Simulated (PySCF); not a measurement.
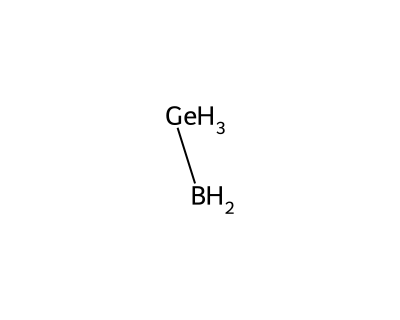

Structural formula above. The computed structure is the end point of a PBE0-D3(BJ)/def2-SVP optimisation. No frequency run is at hand to confirm it as a minimum.

Describe the 3D structure.

It has 7 atoms: 1 boron, 1 germanium and 5 hydrogen (BGeH5). As SMILES it reads `[BH2][GeH3]`. Among its groups: B–H bond. This geometry has Cs symmetry. Coordination: 1 B trigonal planar; 1 Ge tetrahedral.

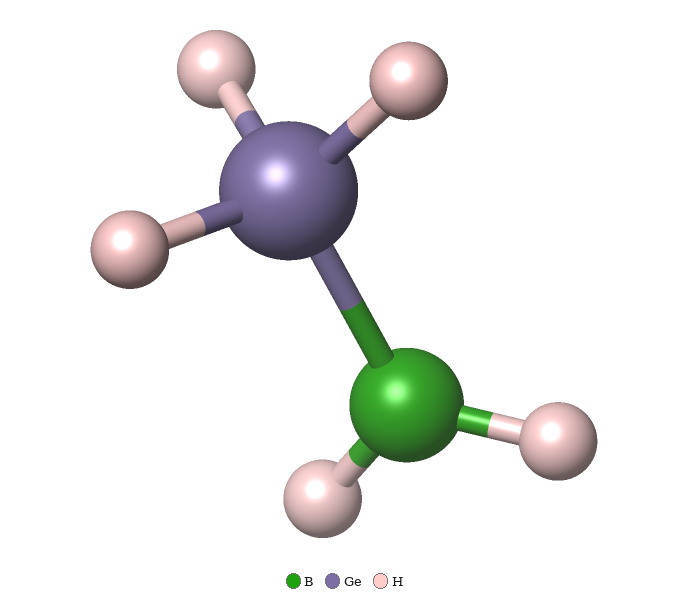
